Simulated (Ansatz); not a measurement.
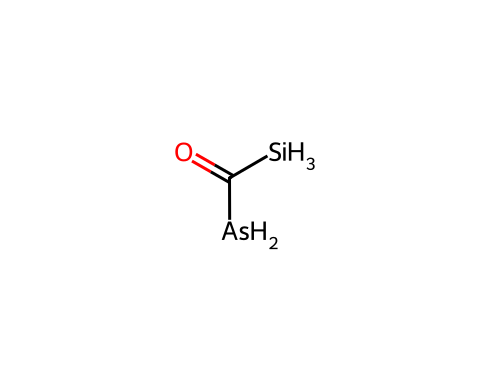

The computed structure is the end point of a PBE0-D4/def2-TZVP optimisation. No frequency run is at hand to confirm it as a minimum. Method: RKS ωB97M-V/def2-TZVPP (Ansatz 0.2.0).

Predict the main results.

The species is CH₅AsOSi (`O=C([SiH3])[AsH2]`).
- dipole moment: 1.93 D
- HOMO energy (Kohn–Sham orbital): −8.63 eV
- LUMO energy (Kohn–Sham orbital): 0.48 eV
- HOMO–LUMO gap: 9.12 eV
